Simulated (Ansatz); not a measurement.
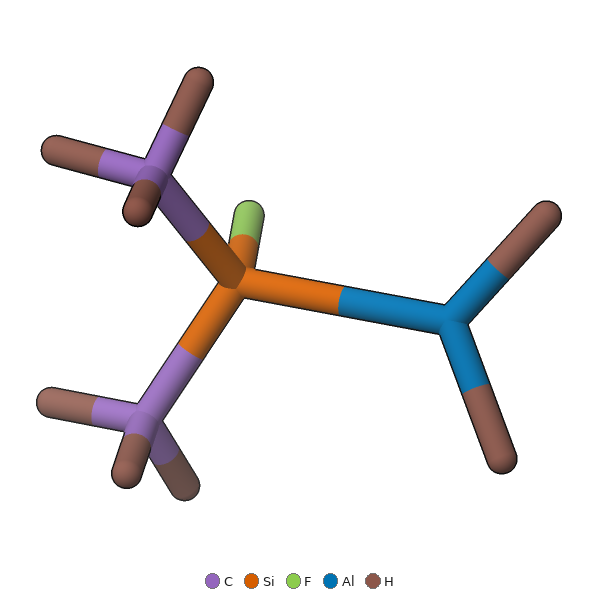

Starting geometry of the run.

The calculation was set up as follows.

```yaml
crystal:
  periodic: [false, false, false]
  atoms:
    - {symbol: C, position_ang: [-1.740071, 0.098799, -0.160493]}
    - {symbol: Si, position_ang: [0.071325, 0.159653, -0.400033]}
    - {symbol: C, position_ang: [0.730509, -1.537501, -0.384870]}
    - {symbol: F, position_ang: [0.395990, 0.742231, -1.917605]}
    - {symbol: Al, position_ang: [1.165230, 1.694012, 1.194099]}
    - {symbol: H, position_ang: [-2.255598, -0.542657, -0.990466]}
    - {symbol: H, position_ang: [-2.227489, 1.101261, -0.333376]}
    - {symbol: H, position_ang: [-2.046926, -0.294965, 0.753052]}
    - {symbol: H, position_ang: [0.574754, -2.068167, 0.546703]}
    - {symbol: H, position_ang: [1.788012, -1.603735, -0.573230]}
    - {symbol: H, position_ang: [0.297009, -2.199024, -1.162595]}
    - {symbol: H, position_ang: [2.345648, 1.216510, 2.172100]}
    - {symbol: H, position_ang: [0.825927, 3.197742, 1.246865]}
basis:
  gaussian: {orbitals: aug-cc-pVTZ}
total_charge: 1
magnetization: {spin_polarized: false, initial_magnetization: 1}
hamiltonian: {xc: {name: HF}}
correlation: {method: rpa}
```

It was started with:

```sh
ansatz run in.yaml --threads 4 --pin off --events-out ev --progress --plain --max-ram 10444MiB
```

Result:

```
Functional definition: HF
  name "HF"
  cite "Fock, Z. Phys. 61, 126 (1930) doi:10.1007/BF01340294"
  parent pbe
  exchange = exact_x
  correlation = 0
2387 factors; integrals over basis functions are off by at most 1.5e-3 eV
mean field evaluation 1: about -19325.2915 eV, gradient 6.0e1 eV
mean field evaluation 2: about -19325.3014 eV, gradient 6.0e1 eV
mean field evaluation 4: about -19333.8115 eV, gradient 6.2e0 eV
mean field evaluation 8: about -19334.0586 eV, gradient 2.1e-1 eV
mean field evaluation 16: about -19334.0483 eV, gradient 1.1e0 eV
mean field -19334.05912444 eV, -710.5135677273 hartree, gradient 1.9e-6 eV, S^2 0.750000; 2 other end points of the search recorded, 0 dependent functions left out
mean field evaluation 32: about -19334.1376 eV, gradient 2.0e-4 eV
13 core orbitals not correlated: weight in the atoms' cores, before any rotation towards them, 1.000 or more for the frozen orbitals, at most 0.000 for the correlated occupied ones
reference -19334.05912444 eV, -710.5135677273 hartree; 15, 14 occupied and 394, 395 virtual orbitals, 2387 factors
Total energy: -19361.45861650 eV, -711.5204804885 hartree
```

Self-consistency was reached.
